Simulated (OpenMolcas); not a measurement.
# SnSiH6O (SMILES [SiH3][O][SnH3]), step by step

Aim: a series of 9 runs (UHF/def2-SVP, CASSCF(2,2)/def2-SVP, CASPT2(2,2)/def2-SVP, CASPT2[IPEA 0](2,2)/def2-SVP, SC-NEVPT2(2,2)/def2-SVP, PC-NEVPT2(2,2)/def2-SVP, MC-PDFT[tPBE](2,2)/def2-SVP, MC-PDFT[ftPBE](2,2)/def2-SVP, and more) of SnSiH6O. 

Program for the calculation: OpenMolcas 26.06.

### 1 The system as given

The species is SnSiH6O (9 atoms), meant as a singlet with charge 0. SMILES: `[SiH3][O][SnH3]`. The Si1–H5 distance was set to 2.674 Å, away from the relaxed value. At this shape a bond of the SMILES string is far longer than usual.

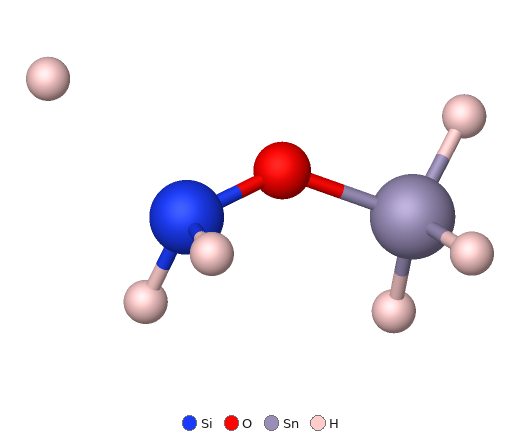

The structure, seen from a chosen angle (silicon blue, oxygen red, tin purple, hydrogen pink).

### 2 The energy at UHF/def2-SVP (core potential) (run 1)

Contents of struct.xyz:

```xyz
9

Si    -1.087097     0.388066    -0.094127
O      0.170003    -0.485534     0.456673
Sn     0.457503    -1.863934     1.824073
H     -2.165597    -0.490134    -0.634327
H     -0.233000     2.004100    -2.046400
H     -1.689197     1.219166     0.988873
H      2.114103    -2.218034     1.697573
H     -0.545597    -3.179134     1.412373
H      0.030503    -1.166634     3.319673
```

Contents of step1.inp:

```
>>> EXPORT MOLCAS_PRINT=2

&GATEWAY
 BasLib
 $CurrDir
 Coord
 struct.xyz
 Basis
 def2-SVP
 Group
 NoSym

&SEWARD

&SCF
 UHF
 Scramble
 0.25
 PrOrbitals
 0
```

The basis set def2-SVP is read from a file made from the Basis Set Exchange's data (not shown).

Command:

```
$ export MOLCAS_MEM=1860
$ pymolcas step1.inp > step1.log
```

The program printed, cut to the lines that bear on the results:

```text
--- Start Module: gateway ---
[...]
--- Stop Module: gateway /rc=_RC_ALL_IS_WELL_ ---
--- Start Module: seward ---
[...]
      Basis functions           88
--- Stop Module: seward /rc=_RC_ALL_IS_WELL_ ---
[...]
--- Start Module: scf ---
[...]
       Convergence after  23 Iterations
[...]
::    Total SCF energy                               -580.3921795041
[...]
      Total spin, S                                     0.4835517190
[...]
      Total electronic charge=   50.000000
      Total            charge=   -0.000000
[...]
      Dipole Moment (debye):
      Origin of the operator (angstrom)=    0.1451   -1.3198    1.3427
                   X=  6.7305E-02               Y= -2.0589E+00               Z=  2.1483E+00           Total=  2.9764E+00
      Quadrupole Moment (debye*angstrom):
[...]
--- Stop Module: scf /rc=_RC_ALL_IS_WELL_ ---
[...]
```

Wall time 14 s (1 thread of Arm Neoverse N1, shared host); peak memory 0.48 GiB.

### 3 A single-point energy at CASSCF(2,2)/def2-SVP (core potential) (run 2)

struct.xyz is that of step 2.

Contents of step2.input:

```
&gateway
 baslib = $CurrDir
 coord = struct.xyz
 basis = def2-SVP
 group = NoSym

&seward

&rasscf
 fileorb = $CurrDir/step1.UnaOrb
 spin = 1
 nactel = 2 0 0
 inactive = 24
 ras2 = 2
 orblisting = Nothing
```

The basis set def2-SVP is read from a file made from the Basis Set Exchange's data (not shown).

Command:

```
$ export MOLCAS_MEM=1860
$ pymolcas step2.input > step2.log
```

The program printed, cut to the lines that bear on the results:

```text
--- Start Module: gateway ---
[...]
--- Stop Module: gateway /rc=_RC_ALL_IS_WELL_ ---
--- Start Module: seward ---
[...]
      Basis functions           88
--- Stop Module: seward /rc=_RC_ALL_IS_WELL_ ---
[...]
--- Start Module: rasscf ---
[...]
      Number of active orbitals                  2
[...]
      Spin quantum number                      0.0
[...]
      Active orbitals                            2
[...]
      Number of CSFs                             3
[...]
      Number of root(s) required                 1
[...]
      Convergence after  9 iterations
[...]
      printout of CI-coefficients larger than  0.05 for root  1
      energy=    -580.415317
      conf/sym  11     Coeff  Weight
             1  20  -0.93870 0.88115
             3  02   0.34475 0.11885
      Natural orbitals and occupation numbers for root  1
      sym 1:   1.762302   0.237698
      ************************************************************************************************************************
      *                                                    Final results                                                     *
[...]
::    RASSCF root number  1 Total energy:   -580.41531748
[...]
      Total electronic charge=   50.000000
      Total            charge=   -0.000000
[...]
      Dipole Moment (debye):
      Origin of the operator (angstrom)=    0.1451   -1.3198    1.3427
                   X= -9.0026E-02               Y= -2.3944E+00               Z=  2.5479E+00           Total=  3.4976E+00
      Quadrupole Moment (debye*angstrom):
[...]
--- Stop Module: rasscf /rc=_RC_ALL_IS_WELL_ ---
[...]
```

Wall time 10 s (1 thread of Arm Neoverse N1, shared host); peak memory 0.48 GiB.

### 4 A single-point energy at CASPT2(2,2)/def2-SVP (core potential) (run 3)

struct.xyz is that of step 3.

Contents of step3.input:

```
>>> EXPORT MOLCAS_PRINT=2

&GATEWAY
  BasLib
  $CurrDir
  Coord
  struct.xyz
  Basis
  def2-SVP
  Group
  NoSym

&SEWARD

&RASSCF
  FileOrb
  $CurrDir/step2.RasOrb
  Spin
  1
  Nactel
  2 0 0
  Inactive
  24
  Ras2
  2
  OrbListing
  Nothing

&CASPT2
  IPEA
  0.25
  Imaginary
  0.1
  Frozen
  10
```

The basis set def2-SVP is read from a file made from the Basis Set Exchange's data (not shown).

Command:

```
$ export MOLCAS_MEM=1860
$ pymolcas step3.input > step3.log
```

The program printed, cut to the lines that bear on the results:

```text
--- Start Module: gateway ---
[...]
--- Stop Module: gateway /rc=_RC_ALL_IS_WELL_ ---
[...]
      Basis functions           88
[...]
--- Start Module: rasscf ---
[...]
      Number of active orbitals                  2
[...]
      Spin quantum number                      0.0
[...]
      Active orbitals                            2
[...]
      Number of CSFs                             3
[...]
      Number of root(s) required                 1
[...]
      Convergence after  4 iterations
[...]
      printout of CI-coefficients larger than  0.05 for root  1
      energy=    -580.415317
      conf/sym  11     Coeff  Weight
             1  20  -0.93870 0.88115
             3  02   0.34474 0.11885
      Natural orbitals and occupation numbers for root  1
      sym 1:   1.762302   0.237698
      ************************************************************************************************************************
      *                                                    Final results                                                     *
[...]
::    RASSCF root number  1 Total energy:   -580.41531748
[...]
      Total electronic charge=   50.000000
      Total            charge=   -0.000000
[...]
      Dipole Moment (debye):
      Origin of the operator (angstrom)=    0.1451   -1.3198    1.3427
                   X= -9.0022E-02               Y= -2.3944E+00               Z=  2.5479E+00           Total=  3.4976E+00
      Quadrupole Moment (debye*angstrom):
[...]
--- Stop Module: rasscf /rc=_RC_ALL_IS_WELL_ ---
[...]
--- Start Module: caspt2 ---
[...]
 ###    WARNING: User changed nr of frozen orbitals.                         ###
 ###############################################################################
[...]
      E2 (Variational):          -0.3889302526
      Total energy:            -580.8042477300
[...]
      Reference weight:           0.88069
[...]
::    CASPT2 Root  1     Total energy:   -580.80424773
[...]
--- Stop Module: caspt2 /rc=_RC_ALL_IS_WELL_ ---
[...]
```

Run time: 10 s. Hardware: 1 thread of Arm Neoverse N1, shared host; peak memory 0.48 GiB.

Runs 4 to 8 aren't shown in full; the table further down has their settings and results.

### 5 A single-point energy at MRCI(2,2)/def2-SVP (core potential) (run 9)

struct.xyz is that of step 4.

Contents of step9.inp:

```
&GATEWAY
 BASLIB=$CurrDir
 COORD=struct.xyz
 BASIS=def2-SVP
 GROUP=NoSym

&SEWARD

&RASSCF
 FILEORB=$CurrDir/step2.RasOrb
 SPIN=1
 NACTEL=2 0 0
 INACTIVE=24
 RAS2=2
 ORBLISTING=Nothing

&MOTRA
 LUMORB
 FROZEN=10

&GUGA
 ELECTRONS=30
 SPIN=1
 INACTIVE=14
 ACTIVE=2
 CIALL=1

&MRCI
 SDCI
```

The basis set def2-SVP is read from a file made from the Basis Set Exchange's data (not shown).

Command:

```
$ export MOLCAS_MEM=1860
$ pymolcas step9.inp > step9.log
```

The program printed, cut to the lines that bear on the results:

```text
--- Start Module: gateway ---
[...]
--- Stop Module: gateway /rc=_RC_ALL_IS_WELL_ ---
[...]
      Basis functions           88
[...]
      Number of active orbitals                  2
[...]
      Spin quantum number                      0.0
[...]
      Active orbitals                            2
[...]
      Number of CSFs                             3
[...]
      Number of root(s) required                 1
[...]
      Convergence after  4 iterations
[...]
      printout of CI-coefficients larger than  0.05 for root  1
      energy=    -580.415317
      conf/sym  11     Coeff  Weight
             1  20  -0.93870 0.88115
             3  02   0.34474 0.11885
      Natural orbitals and occupation numbers for root  1
      sym 1:   1.762302   0.237698
      ************************************************************************************************************************
      *                                                    Final results                                                     *
[...]
::    RASSCF root number  1 Total energy:   -580.41531748
[...]
      Dipole Moment (debye):
      Origin of the operator (angstrom)=    0.1451   -1.3198    1.3427
                   X= -9.0022E-02               Y= -2.3944E+00               Z=  2.5479E+00           Total=  3.4976E+00
      Quadrupole Moment (debye*angstrom):
[...]
      *** WARNING: Default frozen orbitals is overwritten by user input.
      *** Default values:   3
[...]
--- Start Module: guga ---
[...]
--- Stop Module: guga /rc=_RC_ALL_IS_WELL_ ---
--- Start Module: mrci ---
[...]
       (But an ACPF correction will be computed)
       USE THE DEFAULT ACPF G-VALUE GFAC=   6.6666666666666666E-002
[...]
                      CI ENERGY:  -580.79278908
[...]
                ACPF CORRECTION:    -0.04656050
[...]
      Total electronic charge=   50.000000
      Total            charge=    0.000000
[...]
     ACPF CORRECTION:     -0.04656050
[...]
  CI State   1     Total energy:   -580.79278908     QDav:     -0.05032968     QACPF:     -0.04656050
[...]
--- Stop Module: mrci /rc=_RC_ALL_IS_WELL_ ---
[...]
```

It took 87 s on 1 thread of Arm Neoverse N1, shared host; peak memory 0.48 GiB.

### 6 The series

```csv
run,level,scramble,active rule,energy (Eh),dipole moment (D) of the reference,wall time
1,UHF/def2-SVP (core potential),0.25,–,-580.392180,2.98,14 s
2,"CASSCF(2,2)/def2-SVP (core potential)",–,uhf natural orbitals,-580.415317,3.50,10 s
3,"CASPT2(2,2)/def2-SVP (core potential)",–,uhf natural orbitals,-580.804248,3.50,10 s
4,"CASPT2[IPEA 0](2,2)/def2-SVP (core potential)",–,uhf natural orbitals,-580.805199,3.50,10 s
5,"SC-NEVPT2(2,2)/def2-SVP (core potential)",–,uhf natural orbitals,-580.802497,3.50,9.3 s
6,"PC-NEVPT2(2,2)/def2-SVP (core potential)",–,uhf natural orbitals,-580.802512,3.50,9.3 s
7,"MC-PDFT[tPBE](2,2)/def2-SVP (core potential)",–,uhf natural orbitals,-582.074305,3.50,10 s
8,"MC-PDFT[ftPBE](2,2)/def2-SVP (core potential)",–,uhf natural orbitals,-582.230006,3.50,10 s
9,"MRCI(2,2)/def2-SVP (core potential)",–,uhf natural orbitals,-580.792789,3.50,87 s
```

### 7 Results

```
                                                 quantity          value
                  run 9, MRCI(2,2)/def2-SVP: total energy  -580.79279 Eh
run 9, MRCI(2,2)/def2-SVP: dipole moment (CASSCF density)         3.50 D
```

**Reading.** Below the UHF energy at the same shape and in the same basis (def2-SVP): CASSCF(2,2) -23.1 mEh; CASPT2(2,2) -412.1 mEh; CASPT2[IPEA 0](2,2) -413.0 mEh; SC-NEVPT2(2,2) -410.3 mEh; PC-NEVPT2(2,2) -410.3 mEh; MRCI(2,2) -400.6 mEh. Active-space methods hold only the correlation inside their space unless a perturbation or CI step follows. Spin contamination of the reference: run 1 ⟨S²⟩ = 0.72. Where it is this large, the reference is a mixture of spin states, and values that rest on it are in doubt. All runs together took 2.8 min, the longest 87 s.
